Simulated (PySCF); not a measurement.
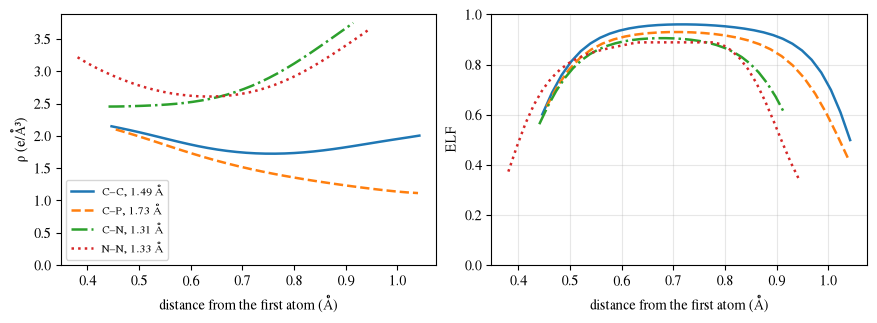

C$_{4}$H$_{7}$N$_{2}$P (SMILES Cc1n[nH]c(C)p1). Total electron density and electron localisation function along straight lines between neighbouring atoms. The curves leave out the atomic cores.

Geometry: GFN2-xTB.

Method: PBE0/pcSseg-1, SCF density, gas phase, non-relativistic (PySCF).

```xyz
14

C     2.7696   -0.0802    0.0337
C     1.2824   -0.0261   -0.0296
N     0.6821    0.2204   -1.1634
N    -0.6331    0.2254   -0.9988
C    -1.1033   -0.0111    0.2408
C    -2.5707   -0.0380    0.4935
P     0.1971   -0.2719    1.3563
H     3.1804    0.0032   -0.9693
H     3.1514    0.7370    0.6449
H     3.0954   -1.0167    0.4841
H    -1.2133    0.4059   -1.8073
H    -2.8179    0.5750    1.3585
H    -2.9002   -1.0556    0.7053
H    -3.1205    0.3323   -0.3709
```

What can be read from the curves?

Answer. C–C (1.49 Å): ρ at the midpoint is about 1.7 e/Å³; the ELF peaks at about 0.95 between the atoms, as expected for a shared electron pair.
C–P (1.73 Å): ρ is about 1.3 e/Å³ halfway; the ELF peaks at about 0.95 between the atoms: localised, covalent bonding.
C–N (1.31 Å): the density is about 2.6 e/Å³ at the midpoint; the ELF peaks at about 0.90 between the atoms; a covalent bond.
N–N (1.33 Å): ρ is about 2.6 e/Å³ halfway; the ELF peaks at about 0.90 between the atoms; a covalent bond.
